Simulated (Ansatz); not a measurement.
# Zr (P6_3/mmc, 2 atoms in the cell): zone-centre modes under pressure

Aim: how do the optical modes of Zr (P6_3/mmc, 2 atoms in the cell) move with volume?

Program: Ansatz 0.2.0. Level of theory: DFT PBEsol, scalar-relativistic, plane waves, PAW; PAW set soft_1. Results are calculated unless marked as measured.

## 1. The structure

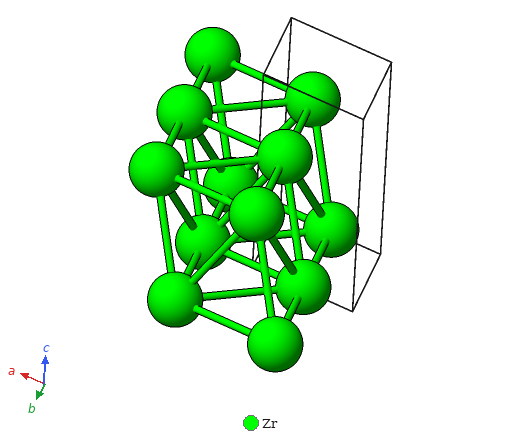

The cell as given, from a free direction (zirconium green). 2×3×1 cells are drawn.

## 2. Relaxation

The cell and atoms are relaxed, since residual forces and stress would shift the frequencies.

The input, input.yaml:

```yaml
crystal:
  lattice:
    - [3.232, 0.0, 0.0]
    - [-1.616, 2.798994105, 0.0]
    - [0.0, 0.0, 5.147]
  atoms:
    - { symbol: Zr, position: [0.33333333, 0.66666667, 0.25] }
    - { symbol: Zr, position: [0.66666667, 0.33333333, 0.75] }
kpoints:
  mp_grid: { grid: [15, 15, 8] }
hamiltonian:
  xc: pbesol
  pseudopotentials: { kind: paw, azcp: { folder: soft_1 }, xc_functional: pbe }
scf:
  occupations: { method: gaussian, width: 0.1 }
output:
  forces: true
  stress: true
  eigenvalues: true
  write_density: true
  write_potential: true
  elf: true
  volumetric_format: npy
relax:
  adjacent_minimum: "off"
  f_tol: 0.005
  max_steps: 80
  cell: { stress_tol: 0.05 }
```

Command:

```
> ansatz run input.yaml --threads 4 --pin off --max-ram 10240MiB --backend cpu --events-out ev --progress --plain --runs-dir out
```

Numbers of over 12 decimals in the logs are rounded to 6 here.

The log of the run:

```text
Engine: ansatz 0.2.0, aarch64-unknown-linux-gnu
Pseudopotentials: kind: paw
Pseudopotential: Zr, paw, valence charge 12, recommended cutoff 420 eV (normal), soft_1/Zr.paw.azcp
Functional definition: PBEsol
  exchange = pbesol_x
  correlation = pbesol_c
Crystal: 2 atoms, lattice volume = 46.562 Å³
Basis set: ecut = 420 eV, 929 PW (Γ), exchange–correlation on 48×48×72 points (8 copies of the dense FFT grid, shifted against one another)
Bands: 16, of which v1, the nominal top of the filled ones, is band 12 counted from 1 (11 counted from 0)
Symmetry: 24 space group operations
Space group: P63/mmc (ITA 194), of the structure as read, at distance tolerance 3.6e-5 Å
k-points: 135 of 1800
Non-local potential: Zr, projectors of the file, l = 0: 3, l = 1: 2, l = 2: 2, l = 3: 1
PAW form: soft (Blöchl's): semilocal exchange-correlation on the pseudo side does not see the compensation charge
PAW frozen core: Zr, regenerated for the run's functional, and the local potential with it (the file was generated under x = pbe(κ = 0.804, μ = 0.219515), c = pbe(β = 0.066725))
PAW one-centre angular grid: Zr, 590 points (default); XC on 64 Gauss nodes
Initial density: superposition of atomic densities (chi_scale 0.1, normalization cell)
Initial wavefunctions: pseudopotential atomic-orbital guess
Functional: x = pbesol(κ = 0.804, μ = 0.123457), c = pbesol(β = 0.046)
SCF iter   1: F=—  HF=-8257.513492 eV  |F-HF|=—  |Δ(HF+E_count)|=         —  Δρ=3.01e-2  dr2=5.51e-1  ethr=3.10e-3  ⟨swp⟩=4.9  Hψ=9214  notcnv=0
preconditioner: auto → Kerker (q_TF=auto, 2.443 Å⁻¹)  [metal: Δε(μ)=0.014 eV  Ē_g=3.290 eV  σ=0.100 eV  W_gap=0.08  n_scr=10 (ndim 8)  ℏωp=15.4 eV  f_vac=0.000  D(μ)=1.73/eV (n_scr^D=22)]
SCF iter   2: F=—  HF=-8257.368287 eV  |F-HF|=—  |Δ(HF+E_count)|=   1.45e-1  Δρ=1.80e-2  dr2=1.89e-1  ethr=2.30e-3  ⟨swp⟩=2.0  Hψ=3715  notcnv=0  defer=9
SCF iter   3: F=—  HF=-8257.304742 eV  |F-HF|=—  |Δ(HF+E_count)|=   6.35e-2  Δρ=2.20e-3  dr2=1.57e-3  ethr=7.88e-4  ⟨swp⟩=3.0  Hψ=4251  notcnv=0  defer=9
SCF iter   4: F=—  HF=-8257.304701 eV  |F-HF|=—  |Δ(HF+E_count)|=   4.15e-5  Δρ=3.45e-4  dr2=4.55e-5  ethr=6.53e-6  ⟨swp⟩=2.0  Hψ=3751  notcnv=0  defer=9
SCF iter   5: F=—  HF=-8257.304695 eV  |F-HF|=—  |Δ(HF+E_count)|=   5.68e-6  Δρ=4.43e-5  dr2=5.78e-7  ethr=1.90e-7  ⟨swp⟩=1.4  Hψ=2352  notcnv=0  defer=9
SCF iter   6: F=-8257.304695 eV  HF=-8257.304695 eV  |F-HF|=2.30e-9  |Δ(HF+E_count)|=   4.29e-8  Δρ=8.86e-6  dr2=2.79e-8  ethr=4.17e-10  ⟨swp⟩=9.1  Hψ=15873  notcnv=0
SCF 1 converged in 6 iterations: F = -8257.304695 eV  dr2 = 2.79e-8
  greatest PAW one-centre occupation: 0.996 electrons in one spin orbital (limit 2), on the Zr atom at site 1 (counted from 0), in its partial waves of l = 0
relax step   1: F+E_penalty+E_count = -8257.30469526 eV  Δ(F+E_penalty+E_count) = +0.000e0 eV  max|allowed force component| = 0.000e0 eV/Å  Δτ_max = 0.0000 Å  P = -3.276 GPa  Ω = 46.562 Å³  (6 SCF iters, dr2 threshold 1.00e-7 eV, accepted)
Crystal: 2 atoms, lattice volume = 43.180 Å³
Basis set: ecut = 420 eV, 845 PW (Γ), exchange–correlation on 48×48×72 points (8 copies of the dense FFT grid, shifted against one another)
Initial density: handed on by an earlier stage of this run
Initial wavefunctions: those handed on with the density
iter 1 solved again at ethr=1.97e-6 eV; its pass at ethr=3.10e-3 eV (dr2=4.72e-4 eV) is discarded
SCF iter   1: F=—  HF=-8257.299322 eV  |F-HF|=—  |Δ(HF+E_count)|=         —  Δρ=1.20e-3  dr2=2.88e-4  ethr=1.97e-6  ⟨swp⟩=2.0  Hψ=16113  notcnv=0
preconditioner: auto → none  [metal: Δε(μ)=0.009 eV  Ē_g=3.349 eV  σ=0.100 eV  W_gap=0.05  n_scr=8 (ndim 8)  ℏωp=16.0 eV  f_vac=0.000  D(μ)=2.05/eV (n_scr^D=22)]
SCF iter   2: F=—  HF=-8257.299409 eV  |F-HF|=—  |Δ(HF+E_count)|=   8.70e-5  Δρ=5.05e-4  dr2=3.95e-5  ethr=1.20e-6  ⟨swp⟩=3.0  Hψ=3794  notcnv=0
SCF iter   3: F=—  HF=-8257.299456 eV  |F-HF|=—  |Δ(HF+E_count)|=   4.70e-5  Δρ=8.40e-5  dr2=1.08e-6  ethr=1.64e-7  ⟨swp⟩=2.0  Hψ=2430  notcnv=0
iter 4 did not close the SCF: its close was put off for the readings that it lacked (scf_convergence_deferred on its scf_iter line)
SCF iter   4: F=-8257.299458 eV  HF=-8257.299458 eV  |F-HF|=1.91e-9  |Δ(HF+E_count)|=   1.77e-6  Δρ=5.35e-6  dr2=2.87e-9  ethr=4.49e-9  ⟨swp⟩=2.6  Hψ=3605  notcnv=0
iter 5 did not close the SCF: its close was put off for the readings that it lacked (scf_convergence_deferred on its scf_iter line)
SCF iter   5: F=-8257.299458 eV  HF=-8257.299458 eV  |F-HF|=1.82e-11  |Δ(HF+E_count)|=   1.90e-9  Δρ=7.49e-7  dr2=4.21e-11  ethr=1.19e-11  ⟨swp⟩=2.5  Hψ=3688  notcnv=0
SCF iter   6: F=-8257.299458 eV  HF=-8257.299458 eV  |F-HF|=1.82e-12  |Δ(HF+E_count)|=  2.36e-11  Δρ=6.23e-8  dr2=6.64e-13  ethr=1.00e-12  ⟨swp⟩=4.0  Hψ=9756  notcnv=0
SCF 2 converged in 6 iterations: F = -8257.299458 eV  dr2 = 6.64e-13
relax step   2: F+E_penalty+E_count = -8257.29945769 eV  Δ(F+E_penalty+E_count) = +5.238e-3 eV  max|allowed force component| = 3.377e-16 eV/Å  Δτ_max = 0.0000 Å  P = +4.243 GPa  Ω = 43.180 Å³  energy of the carried Pulay correction = +1.054e-4 eV  (6 SCF iters, dr2 threshold 2.00e-7 eV, rejected (line search))
Crystal: 2 atoms, lattice volume = 45.038 Å³
Basis set: ecut = 420 eV, 881 PW (Γ), exchange–correlation on 48×48×72 points (8 copies of the dense FFT grid, shifted against one another)
iter 1 solved again at ethr=4.10e-7 eV; its pass at ethr=3.10e-3 eV (dr2=9.84e-5 eV) is discarded
SCF iter   1: F=—  HF=-8257.322052 eV  |F-HF|=—  |Δ(HF+E_count)|=         —  Δρ=6.83e-4  dr2=1.11e-4  ethr=4.10e-7  ⟨swp⟩=2.8  Hψ=15765  notcnv=0
preconditioner: auto → none  [metal: Δε(μ)=0.012 eV  Ē_g=3.231 eV  σ=0.100 eV  W_gap=0.06  n_scr=8 (ndim 8)  ℏωp=15.6 eV  f_vac=0.000  D(μ)=2.04/eV (n_scr^D=22)]
SCF iter   2: F=—  HF=-8257.322075 eV  |F-HF|=—  |Δ(HF+E_count)|=   2.28e-5  Δρ=2.73e-4  dr2=1.25e-5  ethr=4.10e-7  ⟨swp⟩=2.4  Hψ=3726  notcnv=0
SCF iter   3: F=—  HF=-8257.322087 eV  |F-HF|=—  |Δ(HF+E_count)|=   1.28e-5  Δρ=5.50e-5  dr2=4.89e-7  ethr=5.21e-8  ⟨swp⟩=2.7  Hψ=3257  notcnv=0
SCF iter   4: F=—  HF=-8257.322087 eV  |F-HF|=—  |Δ(HF+E_count)|=   7.53e-8  Δρ=2.78e-6  dr2=1.12e-9  ethr=2.04e-9  ⟨swp⟩=2.5  Hψ=2762  notcnv=0
SCF iter   5: F=—  HF=-8257.322087 eV  |F-HF|=—  |Δ(HF+E_count)|=  5.58e-10  Δρ=7.11e-7  dr2=4.95e-11  ethr=4.66e-12  ⟨swp⟩=2.1  Hψ=3806  notcnv=0
SCF iter   6: F=-8257.322087 eV  HF=-8257.322087 eV  |F-HF|=0.00e0  |Δ(HF+E_count)|=  1.46e-11  Δρ=8.41e-8  dr2=1.34e-12  ethr=1.00e-12  ⟨swp⟩=5.0  Hψ=9260  notcnv=0
SCF 3 converged in 6 iterations: F = -8257.322087 eV  dr2 = 1.34e-12
relax step   3: F+E_penalty+E_count = -8257.32208748 eV  Δ(F+E_penalty+E_count) = -1.739e-2 eV  max|allowed force component| = 2.313e-16 eV/Å  Δτ_max = 0.0000 Å  P = -0.206 GPa  Ω = 45.038 Å³  energy of the carried Pulay correction = +4.638e-5 eV  (6 SCF iters, accepted)
[...]
relax step   4: F+E_penalty+E_count = -8257.32222921 eV  Δ(F+E_penalty+E_count) = -1.417e-4 eV  max|allowed force component| = 2.359e-16 eV/Å  Δτ_max = 0.0000 Å  P = +0.024 GPa  Ω = 44.927 Å³  energy of the carried Pulay correction = +4.979e-5 eV  (3 SCF iters, dr2 threshold 2.00e-7 eV, accepted)
[...]
relax step   5: F+E_penalty+E_count = -8257.32224190 eV  Δ(F+E_penalty+E_count) = -1.269e-5 eV  max|allowed force component| = 1.850e-17 eV/Å  Δτ_max = 0.0000 Å  P = +0.003 GPa  Ω = 44.932 Å³  energy of the carried Pulay correction = +4.958e-5 eV  (3 SCF iters, dr2 threshold 2.48e-8 eV, accepted)
Initial wavefunctions: pseudopotential atomic-orbital guess (no wavefunctions were taken with the density)
iter 1 solved again at ethr=1.01e-7 eV; its pass at ethr=3.10e-3 eV (dr2=2.42e-5 eV) is discarded
SCF iter   1: F=—  HF=-8257.322195 eV  |F-HF|=—  |Δ(HF+E_count)|=         —  Δρ=1.78e-5  dr2=1.38e-8  ethr=1.01e-7  ⟨swp⟩=3.2  Hψ=16332  notcnv=0
preconditioner: auto → Kerker (q_TF=auto, 2.458 Å⁻¹)  [metal: Δε(μ)=0.013 eV  Ē_g=3.239 eV  σ=0.100 eV  W_gap=0.07  n_scr=10 (ndim 8)  ℏωp=15.7 eV  f_vac=0.000  D(μ)=2.05/eV (n_scr^D=22)]
SCF iter   2: F=—  HF=-8257.322190 eV  |F-HF|=—  |Δ(HF+E_count)|=   5.40e-6  Δρ=9.46e-6  dr2=4.18e-9  ethr=5.77e-11  ⟨swp⟩=2.1  Hψ=3269  notcnv=0
SCF iter   3: F=—  HF=-8257.322190 eV  |F-HF|=—  |Δ(HF+E_count)|=   7.86e-9  Δρ=4.17e-7  dr2=7.92e-11  ethr=1.74e-11  ⟨swp⟩=3.0  Hψ=3784  notcnv=0
SCF iter   4: F=-8257.322190 eV  HF=-8257.322190 eV  |F-HF|=0.00e0  |Δ(HF+E_count)|=  1.27e-11  Δρ=9.52e-8  dr2=3.43e-12  ethr=1.00e-12  ⟨swp⟩=5.3  Hψ=9604  notcnv=0
SCF 6 converged in 4 iterations: F = -8257.322190 eV  dr2 = 3.43e-12
relax step   6: F+E_penalty+E_count = -8257.32218965 eV  Δ(F+E_penalty+E_count) = +5.225e-5 eV  max|allowed force component| = 1.850e-17 eV/Å  Δτ_max = 0.0000 Å  P = +0.003 GPa  Ω = 44.932 Å³  stress off target by 8.45e-3 GPa  SCF on the basis re-selected at this cell (its energy is not comparable with the rows above)  (4 SCF iters)
basis re-selected at this cell: Δ(F+E_penalty+E_count) = +5.225e-5 eV, ΔP = +0.000 GPa vs the last step (what re-selecting the basis moved, of the pressure what is left beyond the Pulay correction that the steps carried, after the strain that the cell walked since its last selection, with what the two solves' SCF thresholds leave and, on support functions, any second-order correction that the steps lacked; it is no m [...]
SCF converged after 4 iterations
Free energy (F): -8257.322190 eV
Harris-Foulkes:  -8257.322190 eV  (|F-HF|=0.00e0)
Internal energy: -8257.311964 eV  (E = F + TS)
E sigma→0 (E₀):  -8257.317077 eV
Entropy (-TS):   -0.010225 eV (-5.113 meV/atom)
Fermi energy:    14.447184 eV
--- Per-component energies (eV) ---
  E_band       = -181.320914
  E_kinetic    = 632.633356
  E_local      = -1177.228559  (includes V_loc(G=0)·N_el)
  E_nonlocal   = 153.871183
  E_hartree    = 382.426080
  E_xc         = -307.181068
  E_vxc        = -364.619875  (∫ρ·V_xc dr)
  E_paw        = -5819.847334  (= ΣΔE_a)
  E_vpaw       = -190.829116  (= ΣTr[D̂ρ^β])
  E_aug_tail   = -0.000050  (compensation charges beyond the density's cutoff)
  E_ewald      = -2122.317013
  E_core_change = 0.331442  (= ΣΔE_core)
  E_smearing   = -0.010225  (= −TS)
  E_closure    = -0.000000  (closes the sum)
  Σ components = -8257.322190   (vs F -8257.322190, Δ=0.00e0)
--- Forces (eV/Å), atoms counted from 1 ---
  atom   1  Zr     0.00000000    -0.00000000    -0.00000000
  atom   2  Zr     0.00000000     0.00000000     0.00000000
  max |Σ_I F_I| component: 0.00e0 eV/Å
--- Stress (GPa, compression-positive) ---
        0.000974      -0.000000      -0.000000
        0.000000       0.000974      -0.000000
       -0.000000      -0.000000       0.008449
  P = ⅓ Tr σ = 0.0035 GPa (0.035 kbar)
--- Band table (eV; the first three rows and the last of 135) ---
  k-point 0: bands = [... 8 lower, 8.7015, 11.2901, 15.3069, 15.3069, 15.3719, 15.6797, 16.0149, 16.0149]
  k-point 1: bands = [... 8 lower, 8.8365, 11.2857, 15.2407, 15.2407, 15.2691, 15.4275, 15.9161, 15.9161]
  k-point 2: bands = [... 8 lower, 9.2220, 11.2207, 14.8904, 14.9985, 15.1437, 15.1437, 15.6814, 15.6814]
  k-point 134: bands = [... 8 lower, 12.9137, 12.9137, 13.1174, 13.1174, 14.4474, 14.4474, 16.4970, 16.4970]
--- Relaxed structure (5 steps of the walk, 4 accepted, 1 SCFs on fresh bases) ---
  F+E_penalty+E_count = -8257.32218965 eV   max|allowed force component| = 1.850e-17 eV/Å   (the final SCF, on the basis selected at the relaxed cell)
  cell:  # Å, volume = 44.9320 Å³
    - [3.183866, 0, 0]
    - [-1.591933, 2.757309, 0]
    - [0, 0, 5.118179]
  atoms:
    - { symbol: Zr, position: [0.333333, 0.666667, 0.250000] }
    - { symbol: Zr, position: [0.666667, 0.333333, 0.750000] }
```

Elapsed: 13 s, on 4 threads of Arm Neoverse N1, shared host; peak memory 0.4 GiB.

Step by step:

```csv
step,energy less that of the first step (eV),largest force component (eV/Å),pressure (GPa),volume (Å³)
1,0.0000,0.0000,-3.28,46.56
2,0.0052,0.0000,4.24,43.18
3,-0.0174,0.0000,-0.21,45.04
4,-0.0175,0.0000,0.02,44.93
5,-0.0175,0.0000,0.00,44.93
6*,-0.0175,0.0000,0.00,44.93
```

Relaxation steps marked * repeat the geometry before them on a plane-wave basis chosen anew for their cell, so energy and pressure can jump there. Relaxation step 2 was tried and not accepted.

The run keeps the 24 symmetry operations that it works with, so distortions that break them were not tested.

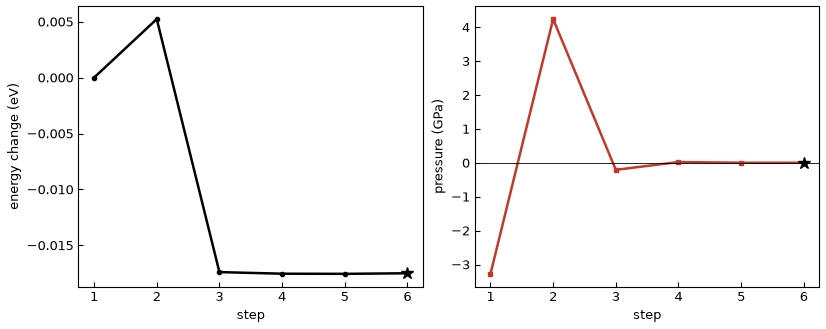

Energy and pressure along the relaxation. Stars mark steps on a basis chosen anew.

```csv
"conventional cell, symmetrised",before,after,change
a (Å),3.232,3.184,-1.5 %
b (Å),3.232,3.184,-1.5 %
c (Å),5.147,5.118,-0.6 %
volume (Å³/atom),23.28,22.47,-3.5 %
```

Final coordinates:

```cif
data_structure
_symmetry_space_group_name_H-M 'P 1'
_symmetry_Int_Tables_number 1
_cell_length_a 3.1839
_cell_length_b 3.1839
_cell_length_c 5.1182
_cell_angle_alpha 90.000
_cell_angle_beta 90.000
_cell_angle_gamma 120.000
_cell_volume 44.93
loop_
_atom_site_label
_atom_site_type_symbol
_atom_site_fract_x
_atom_site_fract_y
_atom_site_fract_z
_atom_site_occupancy
Zr1 Zr 0.33333 0.66667 0.25000 1
Zr2 Zr 0.66667 0.33333 0.75000 1
```

Numbers from this step:

* pressure: 0.003466 GPa
* volume per atom: 22.47 Å³
* gap on the k-mesh: 0 eV

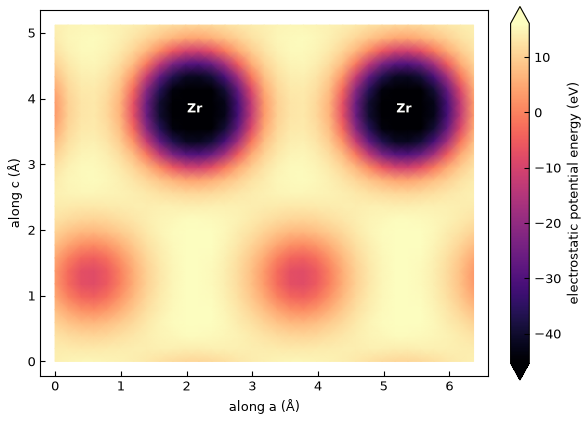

Electrostatic potential energy in the ac plane at fractional y = 0.333, with atoms of Zr within 0.2 Å of it. With pseudopotentials it is smooth inside the atoms' cores, unlike the true potential.

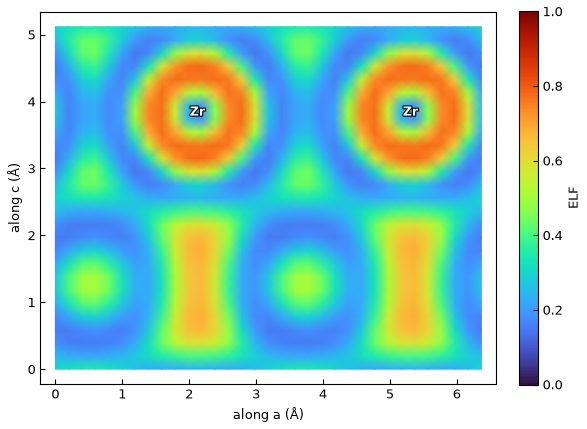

ELF in the ac plane at fractional y = 0.333, with atoms of Zr within 0.2 Å of it. It is the smooth field of the valence electrons, not physical close to the nuclei.

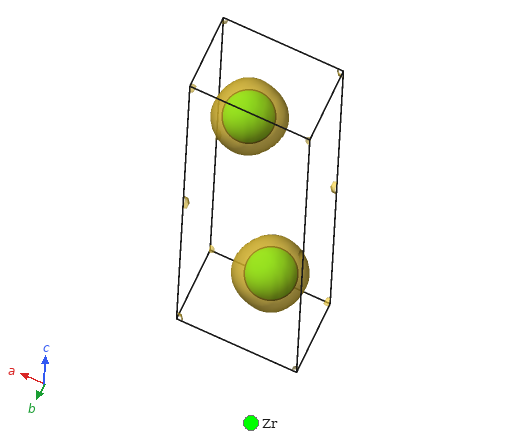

Surface of ELF = 0.72.

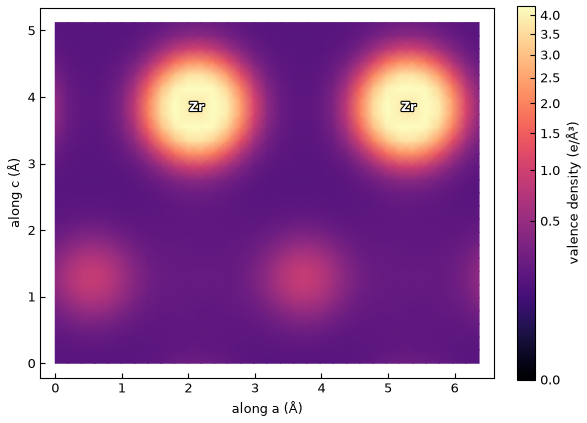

Valence density in the ac plane at fractional y = 0.333, with atoms of Zr within 0.2 Å of it. It is the smooth field of the valence electrons, not physical close to the nuclei. The colour scale is stretched toward low values.

In this step the volume went from 23.28 to 22.47 Å³/atom.

## 3. Tight relaxation

Phonons need small forces and stress, so the relaxation is finished with tight tolerances on 15×15×8 k points.

input.yaml, the sections that differ from step 2:

```yaml
crystal:
  lattice:
    - [3.1838661477, 0.0, 0.0]
    - [-1.5919330739, 2.7573089662, 0.0]
    - [0.0, 0.0, 5.118179079]
  atoms:
    - { symbol: Zr, position: [0.3333333333, 0.6666666667, 0.25] }
    - { symbol: Zr, position: [0.6666666667, 0.3333333333, 0.75] }
scf:
  occupations: { method: methfessel_paxton, width: 0.2 }
output:
  forces: true
  stress: true
  eigenvalues: true
relax:
  adjacent_minimum: "off"
  f_tol: 0.001
  max_steps: 60
  cell: { stress_tol: 0.01 }
# kpoints, hamiltonian: as in step 2
```

The log of the run:

```text
[...]
Crystal: 2 atoms, lattice volume = 44.932 Å³
Basis set: ecut = 420 eV, 881 PW (Γ), exchange–correlation on 48×48×72 points (8 copies of the dense FFT grid, shifted against one another)
Bands: 16, of which v1, the nominal top of the filled ones, is band 12 counted from 1 (11 counted from 0)
Symmetry: 24 space group operations
[...]
k-points: 135 of 1800
[...]
k-point 134: bands = [... 8 lower, 12.9157, 12.9157, 13.1198, 13.1198, 14.4504, 14.4504, 16.4998, 16.4998]
--- Relaxed structure (3 steps of the walk, 2 accepted, 1 SCFs on fresh bases) ---
[...]
cell:  # Å, volume = 44.9246 Å³
    - [3.183693, 2.8865990981626886e-11, 0.0]
    - [-1.591847, 2.757159, 0.0]
    - [0.0, 0.0, 5.117891]
  atoms:
    - { symbol: Zr, position: [0.333333, 0.666667, 0.25] }
    - { symbol: Zr, position: [0.666667, 0.333333, 0.75] }
[key lines of the parts left out:]
SCF converged after 4 iterations
Free energy (F): -8257.315876 eV
Fermi energy:    14.451849 eV
P = ⅓ Tr σ = 0.0000 GPa (0.000 kbar)
```

Run time: 8.2 s. Hardware: 4 threads; peak memory 0.39 GiB.

Little changed from the start: no atom moved by 0.005 Å and no cell edge by 0.1 %.

Numbers from this step:

```yaml
pressure: 8.75e-6 GPa
volume_per_atom: 22.46 Å³
```

The forces vanish by symmetry and the pressure is 0.000 GPa, within the tolerances set. The cell now holds 22.46 Å³/atom.

(Part 1 of 2 ends here.)

[Logs are printed without paths, hosts, clocks, repeated set-up lines and the standing remarks that a program may print on its own settings, such as how far it seeks lower states.]

[Hosts, paths, dates, database ids (printed as entryN), source tags and the programs' standing remarks are cut or masked in the printed files.]
